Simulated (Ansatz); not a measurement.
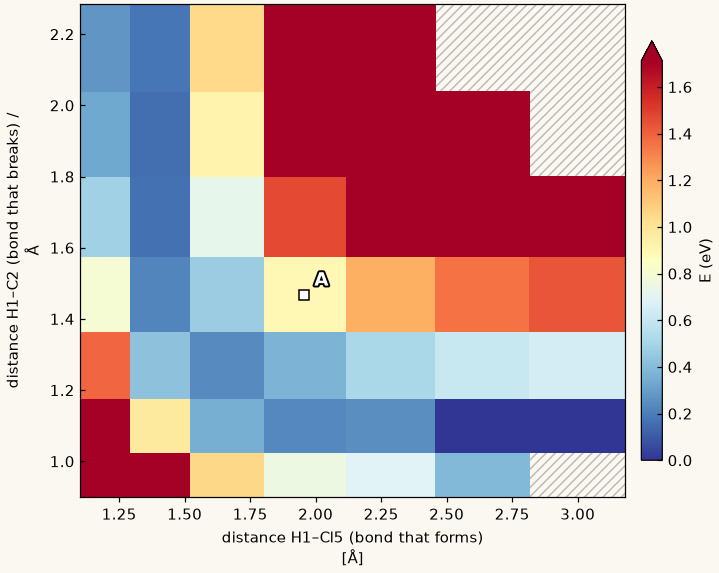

The reacting system CH₂Cl₃ (fragments CH₂Cl₂ + Cl where the first distance is long, ClH + CHCl₂ where the second is long), spin multiplicity 2. 
- Coordinates scanned: (1) distance H1–Cl5 (bond that forms); (2) distance H1–C2 (bond that breaks).
- Relaxed at each point: all other coordinates.
- The grid has 7 × 7 points. At 4 points there is no value.
- Points are written as (first, second).
- Energies are in eV, from the lowest grid point.
- Energies and slopes of some neighbouring points disagree (a jump in structure or state, or too coarse a mesh).
- The calculation used UKS B3LYP-D4/def2-SVP (Ansatz 0.2.0).

Drawn: one coloured cell a grid point, one colour for all values above the top of the scale, hatched blanks where no value was computed, the point A.

> Which way does the force act at A, and how strong is it?

A, at (1.954 Å, 1.468 Å), is not a stationary point. The computed force is 1.2 eV for each Å towards smaller values of the first coordinate and 2.8 eV for each Å towards smaller values of the second coordinate.
